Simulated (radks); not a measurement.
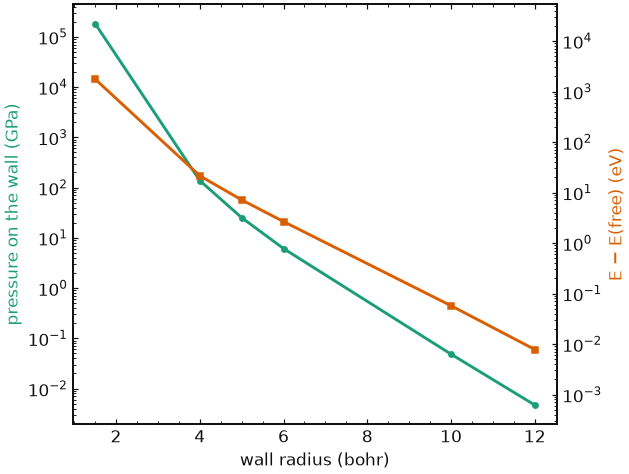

A free Er atom; electrons: [Xe] 4f12 6s2 (high spin). It is put inside a hard spherical wall of varying radius. Level of theory: scalar-relativistic Kohn-Sham, PBEsol, spin-polarised, spherical densities, finite nucleus. Computed with the in-house radial solver radks. The plot shows the pressure on the wall (left axis) and the energy above the free species (right axis).

How do pressure and energy grow as the wall closes in?

Answer. The pressure grows from 0.0047 GPa at 12 bohr through 6.1 GPa at 6 bohr to 180000 GPa at 1.5 bohr, and the energy above the free species from 0.00778 eV through 2.66 eV to 1765 eV. The pressure is −dE/dV with V = 4πR³/3.
